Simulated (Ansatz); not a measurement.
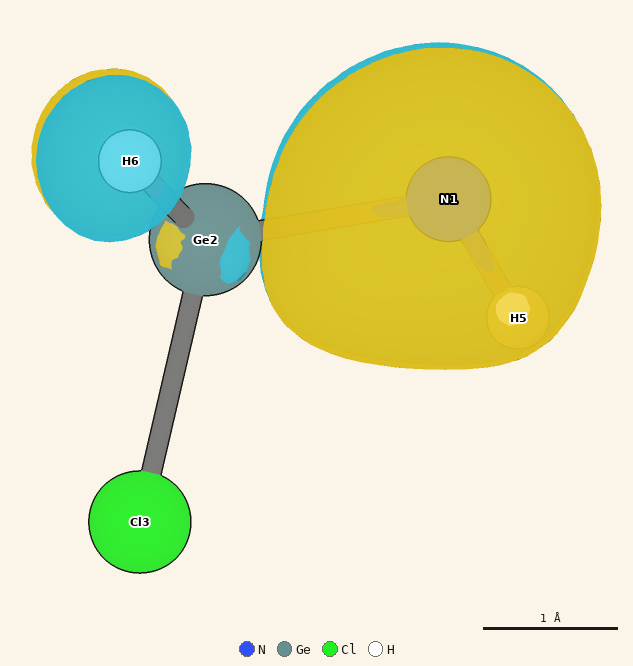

Figure 1: ClGeH₃N (doublet). One frontier orbital at ±0.1 Å⁻³ᐟ² (yellow and cyan are the two phases), seen across its widest extent.

Level of theory: UKS PBE0/def2-SVP in Ansatz 0.2.0.

Input

```
crystal:
  periodic: [false, false, false]
  atoms:
    - { symbol: "N", position_ang: [-0.3626, 0.305, -0.8902] }
    - { symbol: Ge, position_ang: [0.1204, -0.1646, 0.808] }
    - { symbol: Cl, position_ang: [1.2757, -1.9684, 0.6691] }
    - { symbol: H, position_ang: [-1.3568, 0.03867, 1.15075] }
    - { symbol: H, position_ang: [-1.0187, -0.4225, -1.2848] }
    - { symbol: H, position_ang: [0.9729, 0.985, 1.4423] }
magnetization:
  spin_polarized: true
  initial_magnetization: 1
basis:
  gaussian: { orbitals: def2-SVP }
hamiltonian:
  xc: pbe0
relax:
  f_tol: 0.02
  max_steps: 50
output:
  orbitals: {}
```

Launched as:

```sh
ansatz run input.yaml --threads 2 --pin off --max-ram 3072MiB --backend cpu --events-out ev --progress --plain --runs-dir out
```

The fields are those of the relaxed geometry.

Which orbital is it: HOMO (β) or LUMO (β)?

The LUMO (β), at −3.27 eV. It lies mainly on N1 (about 75 %) and Ge2 (about 15 %).
